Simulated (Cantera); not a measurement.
A closed system holds: 1 mol N2O, 0.57 mol H2O, 7.9 mol O2, at 1973.15 K.

Method: chemical equilibrium by Gibbs-energy minimisation in Cantera with the NASA 1993 tables (ideal gas, pure condensed phases). Candidate condensed phases: H2O; 24 gas species. The ideal-gas law is rough above about 30 bar. Rates play no part.

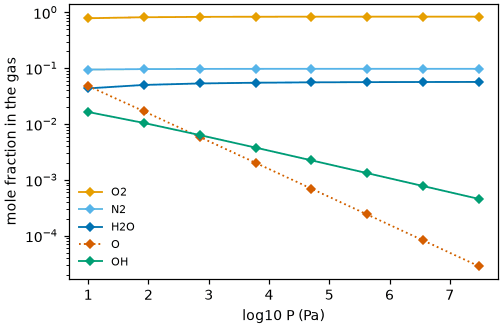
*Equilibrium gas composition (values under 1e-9 drawn at 1e-9)*

From 0.0750 Torr to 225000 Torr nothing is condensed.
